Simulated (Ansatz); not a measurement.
LiTaO3 (LiNbO3 type, space group R3c)

```yaml
crystal:
  lattice:
    - [2.56950, 1.48350, 4.58828]
    - [-2.56950, 1.48350, 4.58828]
    - [0.00000, -2.96700, 4.58828]
  atoms:
    - { symbol: Li, position: [0.70537, 0.70537, 0.70537] }
    - { symbol: Li, position: [0.20537, 0.20537, 0.20537] }
    - { symbol: Ta, position: [0.98855, 0.98855, 0.98855] }
    - { symbol: Ta, position: [0.48855, 0.48855, 0.48855] }
    - { symbol: O, position: [0.62306, 0.87031, 0.26242] }
    - { symbol: O, position: [0.87031, 0.26242, 0.62306] }
    - { symbol: O, position: [0.26242, 0.62306, 0.87031] }
    - { symbol: O, position: [0.76242, 0.37031, 0.12306] }
    - { symbol: O, position: [0.37031, 0.12306, 0.76242] }
    - { symbol: O, position: [0.12306, 0.76242, 0.37031] }
```

E(V) scan at fixed shape, V₀ the volume above. The atoms relax within the cell's symmetry.

All values below come from PBEsol (plane waves to 420 eV, PAW, scalar-relativistic; Ansatz, a quantum-chemistry and plane-wave program). k mesh 8×8×8 (Γ-centred), Fermi-Dirac smearing 0.05 eV. The energy includes the smearing's −TS. With the shape held, the modulus is that of even scaling; a crystal free to change shape is softer. LiTaO3 is run without spin polarisation. LiTaO3 was relaxed with its symmetry unable to fall. Spin-orbit coupling is left out, though Ta is heavy. The PAW data are Ansatz's earlier set. The zero of ΔE is the relaxed starting cell.

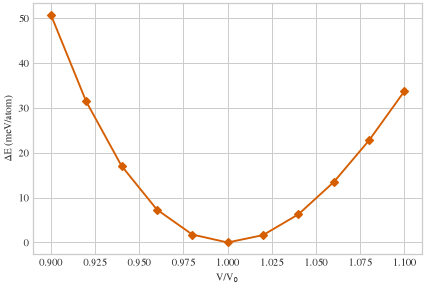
Fig. 1. ΔE (meV/atom) against V/V₀; markers are the computed points, lines only join them.

### Question
What is ΔE at V/V₀ = 1.100?

### Answer
About 34 meV/atom.

### Question
What is ΔE at V/V₀ = 0.900?

### Answer
About 51 meV/atom.

### Question
What bulk modulus at fixed cell shape B₀ follows from a third-order Birch-Murnaghan fit?

### Answer
About 130 GPa.

(Under strain, the slope of the energy per volume gives the stress and its curvature an elastic modulus.)
